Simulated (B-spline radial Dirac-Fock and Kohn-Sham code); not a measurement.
Hg³⁺ ([Xe] 4f14 5d9). Method: Thomson × f² and Klein–Nishina × S on Dirac–Fock densities, without anomalous dispersion (computed with a radial B-spline solver).

Predict the main features of the following plot. Coherent and incoherent photon scattering cross sections against photon energy, computed at the marked points and joined by straight lines.

Coherent scattering falls from 3620 b at 2.00 keV to 0.954 b at 1.00 MeV. Incoherent scattering is largest at 100 keV among the points computed (31.9 b), and it overtakes the coherent part between 100 keV and 500 keV.

Here it is:

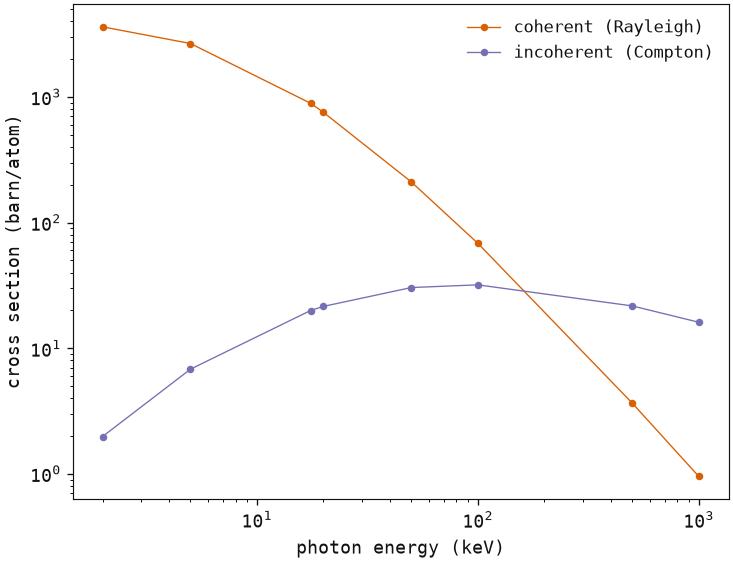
